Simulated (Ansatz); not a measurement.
System: CuH3N (charge +1).

Input file:

```
crystal:
  periodic: [false, false, false]
  atoms:
    - {symbol: Cu, position_ang: [0.075194, -0.174085, -1.773310]}
    - {symbol: N, position_ang: [-0.006729, 0.015578, 0.158716]}
    - {symbol: H, position_ang: [0.254813, -0.843661, 0.638013]}
    - {symbol: H, position_ang: [-0.942061, 0.258365, 0.479076]}
    - {symbol: H, position_ang: [0.618784, 0.743802, 0.497605]}
basis:
  gaussian: {orbitals: "def2-TZVPPD.json"}
total_charge: 1
hamiltonian: {xc: pbe0, dispersion: d4}
output: {orbitals: {seedname: orbitals}}
```

Command:

```sh
ansatz run in.yaml --threads 2 --pin off --events-out ev --progress --plain --max-ram 5222MiB
```

Geometry: PBE0-D4/def2-TZVP.

The calculation used RKS PBE0-D4/def2-TZVPPD in Ansatz 0.2.0.

**What can the converged electron density and electron localisation function tell about the bonding?**

Cu–N (1.94 Å): ρ is about 0.69 e/Å³ halfway; the ELF peaks at about 0.90 in the valence shell of N, 0.7 Å from its nucleus, and is about 0.25 at the midpoint.
N–H (1.02 Å): ρ is about 2.9 e/Å³ halfway; the ELF climbs to about 1 towards the hydrogen, as it does in any bond to H; an ordinary covalent bond to hydrogen.

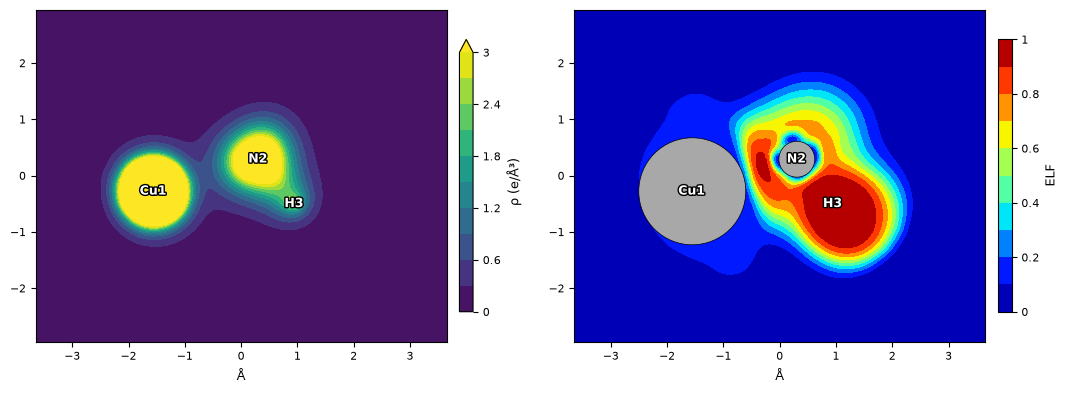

Computed electron density and electron localisation function on the plane of atoms Cu1, N2 and H3, in this order. Grey discs cover the atomic cores in the ELF map. 
